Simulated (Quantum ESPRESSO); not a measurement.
# Magnetic state of MnSi15 (Si32 Mn2 d5p43) from several starts

Aim: find out which collinear order of MnSi15 (Si32 Mn2 d5p43) costs least.

Calculated with Quantum ESPRESSO 7.5; PBE; plane waves with GBRV 1.5 PBE potentials, no spin-orbit coupling.

## (1) The starting structure

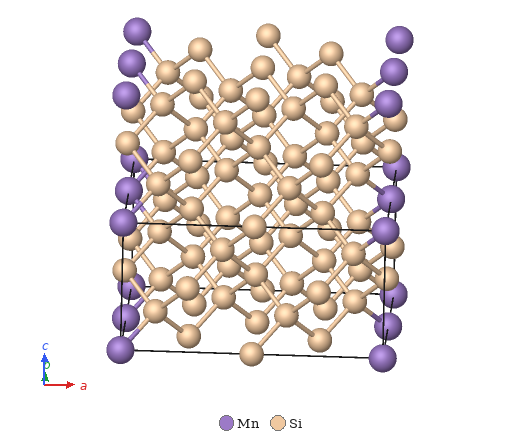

Start, viewed slightly off an axis; manganese light purple, silicon light orange. 1×1×2 cells are drawn. Bonds to atoms that aren't drawn are left out. Some periodic images of atoms are drawn too.

The cell was typed by rule, not taken from a database of measured structures.

## (2) Run 1 (ferro ++)

The signs are those of the starting moments on the seeded atoms, the atoms that are given a moment.

Contents of pw.in:

```
&CONTROL
  calculation = 'scf'
  prefix = 'pwscf'
  outdir = './tmp'
  pseudo_dir = './pseudo'
  disk_io = 'nowf'
/
&SYSTEM
  ibrav = 0
  celldm(1) = 8
  nat = 32
  ntyp = 2
  ecutwfc = 40
  ecutrho = 280
  nbnd = 107
  occupations = 'smearing'
  smearing = 'fd'
  degauss = 0.00367493
  nspin = 2
  starting_magnetization(1) = 0.3
  starting_magnetization(2) = 0
/
&ELECTRONS
  conv_thr = 6.4d-08
  electron_maxstep = 150
  mixing_beta = 0.3
/
ATOMIC_SPECIES
Mn     54.9380 mn_pbe_v1.5.uspp.F.UPF
Si     28.0850 si_pbe_v1.uspp.F.UPF
CELL_PARAMETERS alat
   2.5657756457106    0.0000000000000    0.0000000000000
   0.0000000000000    2.5657756457106    0.0000000000000
   0.0000000000000    0.0000000000000    1.2828878228553
ATOMIC_POSITIONS crystal
Mn      0.0000000000    0.0000000000    0.0000000000
Si      0.1250000000    0.1250000000    0.2500000000
Si      0.0000000000    0.2500000000    0.5000000000
Si      0.1250000000    0.3750000000    0.7500000000
Si      0.2500000000    0.0000000000    0.5000000000
Si      0.3750000000    0.1250000000    0.7500000000
Si      0.2500000000    0.2500000000    0.0000000000
Si      0.3750000000    0.3750000000    0.2500000000
Mn      0.0000000000    0.5000000000    0.0000000000
Si      0.1250000000    0.6250000000    0.2500000000
Si      0.0000000000    0.7500000000    0.5000000000
Si      0.1250000000    0.8750000000    0.7500000000
Si      0.2500000000    0.5000000000    0.5000000000
Si      0.3750000000    0.6250000000    0.7500000000
Si      0.2500000000    0.7500000000    0.0000000000
Si      0.3750000000    0.8750000000    0.2500000000
Si      0.5000000000    0.0000000000    0.0000000000
Si      0.6250000000    0.1250000000    0.2500000000
Si      0.5000000000    0.2500000000    0.5000000000
Si      0.6250000000    0.3750000000    0.7500000000
Si      0.7500000000    0.0000000000    0.5000000000
Si      0.8750000000    0.1250000000    0.7500000000
Si      0.7500000000    0.2500000000    0.0000000000
Si      0.8750000000    0.3750000000    0.2500000000
Si      0.5000000000    0.5000000000    0.0000000000
Si      0.6250000000    0.6250000000    0.2500000000
Si      0.5000000000    0.7500000000    0.5000000000
Si      0.6250000000    0.8750000000    0.7500000000
Si      0.7500000000    0.5000000000    0.5000000000
Si      0.8750000000    0.6250000000    0.7500000000
Si      0.7500000000    0.7500000000    0.0000000000
Si      0.8750000000    0.8750000000    0.2500000000
K_POINTS automatic
3 3 5 0 0 0
```

Run with:

```bash
> OMP_NUM_THREADS=1 mpirun -n 4 pw.x -nk 4 -in pw.in > pw.out
```

The program printed:

```text
Program PWSCF v.7.5 starts

     Found identity + (  0.0000 -0.5000  0.0000) symmetry
     This is a supercell, fractional translations are disabled
     Message from routine setup:
     using ibrav=0 with symmetry is DISCOURAGED, use correct ibrav instead

     K-points division:     npool     =       4
     Subspace diagonalization in iterative solution of the eigenvalue problem:

     G-vector sticks info
     --------------------
     sticks:   dense  smooth     PW     G-vecs:    dense   smooth      PW
     Sum        9393    5377   1473               342127   147905   21125

     Using Slab Decomposition

     bravais-lattice index     =            0
     lattice parameter (alat)  =       8.0000  a.u.
     unit-cell volume          =    4324.1027 (a.u.)^3
     number of atoms/cell      =           32
     number of atomic types    =            2
     number of electrons       =       150.00
     number of Kohn-Sham states=          107
     kinetic-energy cutoff     =      40.0000  Ry
     charge density cutoff     =     280.0000  Ry
     scf convergence threshold =      6.4E-08
     mixing beta               =       0.3000
     number of iterations used =            8  plain     mixing
     Exchange-correlation= SLA  PW   PBE  PBE
                           (   1   4   3   4   0   0   0)

     celldm(1)=   8.000000  celldm(2)=   0.000000  celldm(3)=   0.000000
     celldm(4)=   0.000000  celldm(5)=   0.000000  celldm(6)=   0.000000

     crystal axes: (cart. coord. in units of alat)
               a(1) = (   2.565776   0.000000   0.000000 )
               a(2) = (   0.000000   2.565776   0.000000 )
               a(3) = (   0.000000   0.000000   1.282888 )

     reciprocal axes: (cart. coord. in units 2 pi/alat)
               b(1) = (  0.389746  0.000000  0.000000 )
               b(2) = (  0.000000  0.389746  0.000000 )
               b(3) = (  0.000000  0.000000  0.779491 )

     PseudoPot. # 1 for Mn read from file:
     mn_pbe_v1.5.uspp.F.UPF
     Pseudo is Ultrasoft + core correction, Zval = 15.0
     Generated by new atomic code, or converted to UPF format
     Using radial grid of  859 points,  6 beta functions with:
                l(1) =   0
                l(2) =   0
                l(3) =   1
                l(4) =   1
                l(5) =   2
                l(6) =   2
     Q(r) pseudized with  8 coefficients,  rinner =    0.950   0.950   0.950
                                                       0.950   0.950

     PseudoPot. # 2 for Si read from file:
     si_pbe_v1.uspp.F.UPF
     Pseudo is Ultrasoft + core correction, Zval =  4.0
     Generated by new atomic code, or converted to UPF format
     Using radial grid of  899 points,  6 beta functions with:
                l(1) =   0
                l(2) =   0
                l(3) =   1
                l(4) =   1
                l(5) =   2
                l(6) =   2
     Q(r) pseudized with  8 coefficients,  rinner =    0.900   0.900   0.900
                                                       0.900   0.900

     atomic species   valence    mass     pseudopotential
     Mn               15.00    54.93800     Mn( 1.00)
     Si                4.00    28.08500     Si( 1.00)

     Starting magnetic structure
     atomic species   magnetization
     Mn              0.300
     Si              0.000

      4 Sym. Ops. (no inversion) found

   Cartesian axes

     site n.     atom                  positions (alat units)
         1        Mn     tau(   1) = (   0.0000000   0.0000000   0.0000000  )
         2        Si     tau(   2) = (   0.3207220   0.3207220   0.3207220  )
         3        Si     tau(   3) = (   0.0000000   0.6414439   0.6414439  )
         4        Si     tau(   4) = (   0.3207220   0.9621659   0.9621659  )
         5        Si     tau(   5) = (   0.6414439   0.0000000   0.6414439  )
         6        Si     tau(   6) = (   0.9621659   0.3207220   0.9621659  )
         7        Si     tau(   7) = (   0.6414439   0.6414439   0.0000000  )
         8        Si     tau(   8) = (   0.9621659   0.9621659   0.3207220  )
         9        Mn     tau(   9) = (   0.0000000   1.2828878   0.0000000  )
        10        Si     tau(  10) = (   0.3207220   1.6036098   0.3207220  )
        11        Si     tau(  11) = (   0.0000000   1.9243317   0.6414439  )
        12        Si     tau(  12) = (   0.3207220   2.2450537   0.9621659  )
        13        Si     tau(  13) = (   0.6414439   1.2828878   0.6414439  )
        14        Si     tau(  14) = (   0.9621659   1.6036098   0.9621659  )
        15        Si     tau(  15) = (   0.6414439   1.9243317   0.0000000  )
        16        Si     tau(  16) = (   0.9621659   2.2450537   0.3207220  )
        17        Si     tau(  17) = (   1.2828878   0.0000000   0.0000000  )
        18        Si     tau(  18) = (   1.6036098   0.3207220   0.3207220  )
        19        Si     tau(  19) = (   1.2828878   0.6414439   0.6414439  )
        20        Si     tau(  20) = (   1.6036098   0.9621659   0.9621659  )
        21        Si     tau(  21) = (   1.9243317   0.0000000   0.6414439  )
        22        Si     tau(  22) = (   2.2450537   0.3207220   0.9621659  )
        23        Si     tau(  23) = (   1.9243317   0.6414439   0.0000000  )
        24        Si     tau(  24) = (   2.2450537   0.9621659   0.3207220  )
        25        Si     tau(  25) = (   1.2828878   1.2828878   0.0000000  )
        26        Si     tau(  26) = (   1.6036098   1.6036098   0.3207220  )
        27        Si     tau(  27) = (   1.2828878   1.9243317   0.6414439  )
        28        Si     tau(  28) = (   1.6036098   2.2450537   0.9621659  )
        29        Si     tau(  29) = (   1.9243317   1.2828878   0.6414439  )
        30        Si     tau(  30) = (   2.2450537   1.6036098   0.9621659  )
        31        Si     tau(  31) = (   1.9243317   1.9243317   0.0000000  )
        32        Si     tau(  32) = (   2.2450537   2.2450537   0.3207220  )

     number of k points=    12  Fermi-Dirac smearing, width (Ry)=  0.0037
                       cart. coord. in units 2pi/alat
        k(    1) = (   0.0000000   0.0000000   0.0000000), wk =   0.0222222
        k(    2) = (   0.0000000   0.0000000   0.1558983), wk =   0.0444444
        k(    3) = (   0.0000000   0.0000000   0.3117966), wk =   0.0444444
        k(    4) = (   0.0000000   0.1299152   0.0000000), wk =   0.0444444
        k(    5) = (   0.0000000   0.1299152   0.1558983), wk =   0.0888889
        [... 7 further k-points ...]

     Dense  grid:   342127 G-vectors     FFT dimensions: ( 120, 120,  60)

     Smooth grid:   147905 G-vectors     FFT dimensions: (  90,  90,  45)

     Check: negative core charge=   -0.000006
     Generating pointlists ...
     new r_m :   0.2291 (alat units)  1.8332 (a.u.) for type    1
     new r_m :   0.2291 (alat units)  1.8332 (a.u.) for type    2

     Initial potential from superposition of free atoms

     starting charge     148.9797, renormalised to     150.0000
     Starting wfcs are  146 randomized atomic wfcs

     Self-consistent Calculation

     iteration #  1     ecut=    40.00 Ry     beta= 0.30
     Davidson diagonalization with overlap
     ethr =  1.00E-02,  avg # of iterations =  3.3

     total energy              =    -708.33829711 Ry
     estimated scf accuracy    <       4.73905249 Ry

     total magnetization       =     5.77 Bohr mag/cell
     absolute magnetization    =     7.12 Bohr mag/cell

     iteration #  2     ecut=    40.00 Ry     beta= 0.30
     Davidson diagonalization with overlap
     ethr =  3.16E-03,  avg # of iterations =  4.3

     total energy              =    -706.26709390 Ry
     estimated scf accuracy    <      56.11469077 Ry

     total magnetization       =     1.13 Bohr mag/cell
     absolute magnetization    =     1.84 Bohr mag/cell

     iteration #  3     ecut=    40.00 Ry     beta= 0.30
     Davidson diagonalization with overlap
     ethr =  3.16E-03,  avg # of iterations =  4.5

     total energy              =    -709.92494519 Ry
     estimated scf accuracy    <       0.95707593 Ry

     total magnetization       =     5.09 Bohr mag/cell
     absolute magnetization    =     6.66 Bohr mag/cell

     [... further iterations left out ...]

     iteration # 14     ecut=    40.00 Ry     beta= 0.30
     Davidson diagonalization with overlap
     ethr =  8.78E-10,  avg # of iterations =  2.8

     total energy              =    -710.00271182 Ry
     estimated scf accuracy    <       0.00000055 Ry

     total magnetization       =     5.79 Bohr mag/cell
     absolute magnetization    =     7.40 Bohr mag/cell

     iteration # 15     ecut=    40.00 Ry     beta= 0.30
     Davidson diagonalization with overlap
     ethr =  3.68E-10,  avg # of iterations =  1.8

     total energy              =    -710.00271203 Ry
     estimated scf accuracy    <       0.00000007 Ry

     total magnetization       =     5.79 Bohr mag/cell
     absolute magnetization    =     7.40 Bohr mag/cell

     iteration # 16     ecut=    40.00 Ry     beta= 0.30
     Davidson diagonalization with overlap
     ethr =  4.35E-11,  avg # of iterations =  3.9

     total energy              =    -710.00271215 Ry
     estimated scf accuracy    <       0.00000007 Ry

     total magnetization       =     5.79 Bohr mag/cell
     absolute magnetization    =     7.40 Bohr mag/cell

     iteration # 17     ecut=    40.00 Ry     beta= 0.30
     Davidson diagonalization with overlap
     ethr =  4.35E-11,  avg # of iterations =  2.0

     Magnetic moment per site  (integrated on atomic sphere of radius R)
     atom   1 (R=0.229)  charge= 12.9939  magn=  2.7745
     atom   2 (R=0.229)  charge=  1.8329  magn= -0.0558
     atom   3 (R=0.229)  charge=  1.8088  magn=  0.0139
     atom   4 (R=0.229)  charge=  1.8329  magn= -0.0558
     atom   5 (R=0.229)  charge=  1.8175  magn=  0.0072
     atom   6 (R=0.229)  charge=  1.8219  magn= -0.0054
     atom   7 (R=0.229)  charge=  1.8175  magn=  0.0072
     atom   8 (R=0.229)  charge=  1.8219  magn= -0.0054
     atom   9 (R=0.229)  charge= 12.9940  magn=  2.7745
     atom  10 (R=0.229)  charge=  1.8329  magn= -0.0558
     atom  11 (R=0.229)  charge=  1.8088  magn=  0.0139
     atom  12 (R=0.229)  charge=  1.8329  magn= -0.0558
     atom  13 (R=0.229)  charge=  1.8175  magn=  0.0072
     atom  14 (R=0.229)  charge=  1.8219  magn= -0.0054
     atom  15 (R=0.229)  charge=  1.8175  magn=  0.0072
     atom  16 (R=0.229)  charge=  1.8219  magn= -0.0054
     atom  17 (R=0.229)  charge=  1.8256  magn=  0.0008
     atom  18 (R=0.229)  charge=  1.8219  magn= -0.0054
     atom  19 (R=0.229)  charge=  1.8237  magn= -0.0027
     atom  20 (R=0.229)  charge=  1.8219  magn= -0.0054
     atom  21 (R=0.229)  charge=  1.8175  magn=  0.0072
     atom  22 (R=0.229)  charge=  1.8329  magn= -0.0558
     atom  23 (R=0.229)  charge=  1.8175  magn=  0.0072
     atom  24 (R=0.229)  charge=  1.8329  magn= -0.0558
     atom  25 (R=0.229)  charge=  1.8256  magn=  0.0008
     atom  26 (R=0.229)  charge=  1.8219  magn= -0.0054
     atom  27 (R=0.229)  charge=  1.8237  magn= -0.0027
     atom  28 (R=0.229)  charge=  1.8219  magn= -0.0054
     atom  29 (R=0.229)  charge=  1.8175  magn=  0.0072
     atom  30 (R=0.229)  charge=  1.8329  magn= -0.0558
     atom  31 (R=0.229)  charge=  1.8175  magn=  0.0072
     atom  32 (R=0.229)  charge=  1.8329  magn= -0.0558

     End of self-consistent calculation

     [... lines left out ...]
     the Fermi energy is     6.4970 ev

!    total energy              =    -710.00271223 Ry
     estimated scf accuracy    <       0.00000002 Ry
     smearing contrib. (-TS)   =      -0.00367458 Ry
     internal energy E=F+TS    =    -709.99903765 Ry

     The total energy is F=E-TS. E is the sum of the following terms:
     one-electron contribution =    -367.99372066 Ry
     hartree contribution      =     243.94529302 Ry
     xc contribution           =    -182.25876935 Ry
     ewald contribution        =    -403.69184066 Ry

     total magnetization       =     5.79 Bohr mag/cell
     absolute magnetization    =     7.40 Bohr mag/cell

     convergence has been achieved in  17 iterations

=------------------------------------------------------------------------------=
   JOB DONE.
=------------------------------------------------------------------------------=
```

Wall time 7.5 min (4 MPI ranks of AMD EPYC 9B14 (Zen 4), shared host); peak memory 3.5 GiB; 30 min of CPU time.

Spin moment in the atom's sphere by element, in μB:

| element | atoms | mean | spread (r.m.s.) | least | largest |
| --- | --- | --- | --- | --- | --- |
| Mn | 2 | 2.77 | 0.00 | 2.77 | 2.77 |
| Si | 30 | -0.01 | 0.03 | -0.06 | 0.01 |

The atoms farthest from the mean of their element:

| atom | x, y, z (Å) | spin moment in the atom's sphere (μB) |
| --- | --- | --- |
| Si2 | 1.36, 1.36, 1.36 | -0.06 |
| Si4 | 1.36, 4.07, 4.07 | -0.06 |
| Si12 | 1.36, 9.50, 4.07 | -0.06 |
| Si10 | 1.36, 6.79, 1.36 | -0.06 |
| Si32 | 9.50, 9.50, 1.36 | -0.06 |
| Si30 | 9.50, 6.79, 4.07 | -0.06 |
| Si22 | 9.50, 1.36, 4.07 | -0.06 |
| Si24 | 9.50, 4.07, 1.36 | -0.06 |

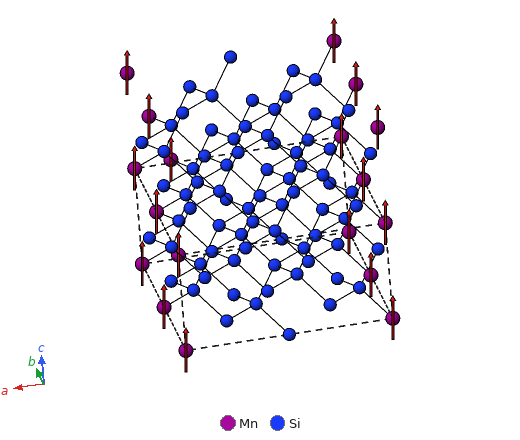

Spin moment in the atom's sphere as arrows, the longest 2.77 μB. Up and down stand for the sign. Arrows give size and sign along the axis of quantisation, drawn up and down the page. Bonds to atoms that aren't drawn are left out. 1×1×2 cells are drawn. Some periodic images of atoms are drawn too.

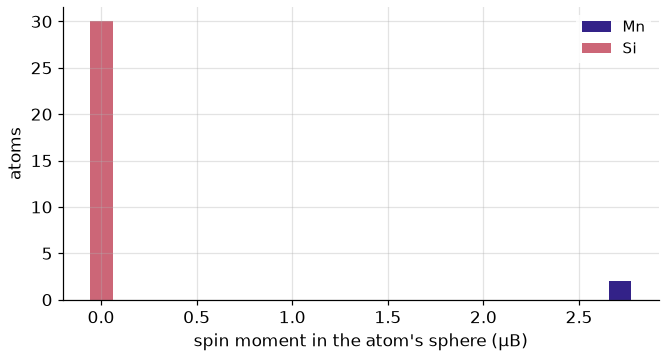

Spin moment in the atom's sphere as a stacked histogram.

Numbers from this step:

```yaml
smearing_term_ts: 0.05000 eV
magnetization: 5.79 μB
absolute_magnetization: 7.401 μB
final_state: ferromagnetic
```

(Continued in part 2 of 2.)

[Logs and program files are shortened in this print: banners, set-up blocks, solver, clock and traceback lines can be left out without a mark of their own.]

[Logs are printed without paths, hosts, clocks, repeated set-up lines and the standing remarks that a program may print on its own settings, such as how far it seeks lower states.]

[Hosts, paths, dates, database ids (printed as entryN), source tags and the programs' standing remarks are cut or masked in the printed files.]

[Where a cell is said to come from a database of computed structures, the database is the Materials Project.]
